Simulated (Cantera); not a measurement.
Feed: 1 mol Si, 0.018 mol N2O, 50 mol N2, held at 0.0100 bar.

Equilibrium computed with Cantera from the NASA thermochemical tables; the gas is ideal and each condensed phase is pure. Candidate condensed phases: Si, SiO2, Si2N2O, Si3N4; 16 gas species. The tables' values for SiN are old estimates; treat these amounts as uncertain. The numbers say what is thermodynamically allowed, not how fast it happens.

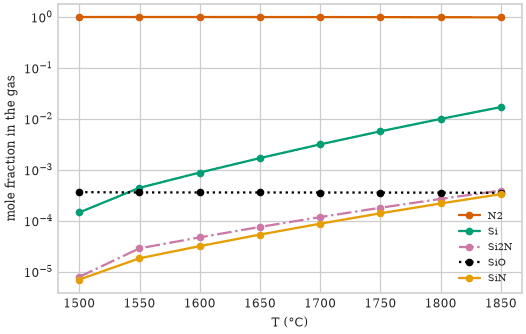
Equilibrium gas composition (values under 1e-9 drawn at 1e-9)

Task: Read off the mole fractions at 1550 °C.

Result: N2 about 1.00, Si about 0.00044, SiO about 0.00036, Si2N about 2.9e-5, SiN about 1.8e-5.
